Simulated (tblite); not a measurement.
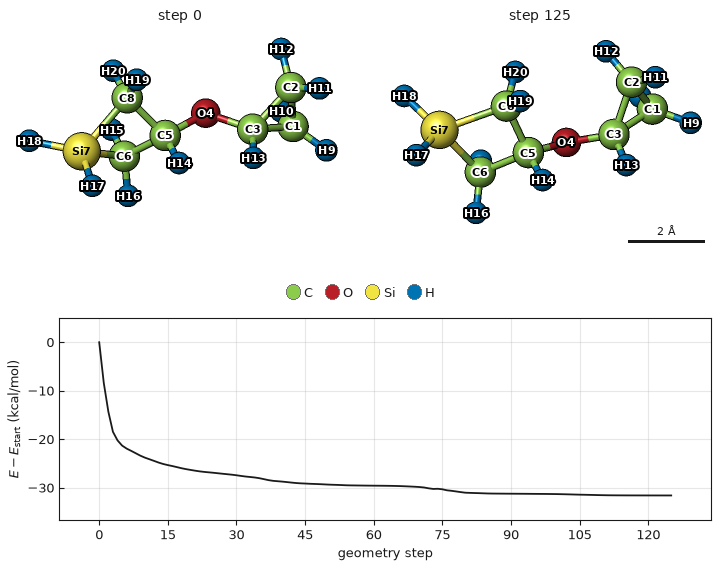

First and last geometry of a relaxation of C$_{6}$H$_{12}$OSi, with the history of the run. The picture is a ball-and-stick view, seen from a free direction.

The calculation used GFN2-xTB geometry optimisation, gas phase (tblite). 

**Read the history and describe the run.**

It converged. The largest move after the best rigid fit is that of H18, 1.36 Å. By element the largest moves are H 1.36 Å, O 0.84 Å, Si 0.60 Å, C 0.60 Å. Some distances before and after: Si7–C8 1.865 → 1.909 Å, C1–H10 1.122 → 1.078 Å, C5–C8 1.509 → 1.548 Å, C8–H20 1.126 → 1.088 Å. Bond angles that change, for instance: C6–C5–C8 87.8° → 99.6°, Si7–C6–H16 109.4° → 120.4°, H15–C6–H16 116.6° → 107.8°. Groups turn about C3–O4 by about 50°, O4–C5 by about 40°, C5–C8 by about 30°. The energy falls by 31.6 kcal/mol in 125 geometry steps.
